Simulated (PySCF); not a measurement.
```xyz
10

C    -0.3028    2.8261    0.8905
C    -0.2236    1.7018    0.4663
B    -0.0913    0.2891   -0.0653
C    -1.3850   -0.5551   -0.3669
C     1.2976   -0.2343   -0.2958
C     2.4160   -0.6488   -0.4785
H    -2.3082   -0.0825   -0.0434
H    -1.4589   -0.7310   -1.4406
H    -1.3197   -1.5359    0.1024
H     3.3846   -1.0248   -0.6441
```

Geometry: GFN2-xTB.

All numbers below come from UKS B3LYP, pcH-1 on B C H, non-relativistic, mean-field spin-orbit, GIAO in PySCF 2.14.0, density-fitted response routines.

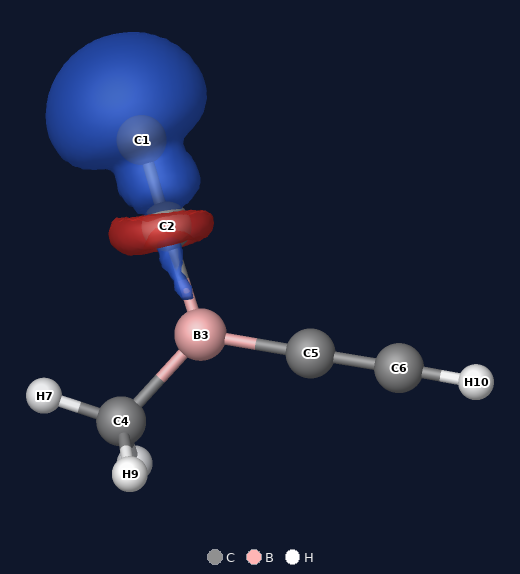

C₅H₄B (SMILES [C]#CB(C)C#C) (doublet). Isosurfaces of the spin density (α minus β) at +0.04 (blue) and −0.04 e/Å³ (red), seen across its widest extent.

**Describe the spin distribution.**

The unpaired spin (1 electron) lies mostly on C1 (about 1.0), in electrons by Hirshfeld's partition.
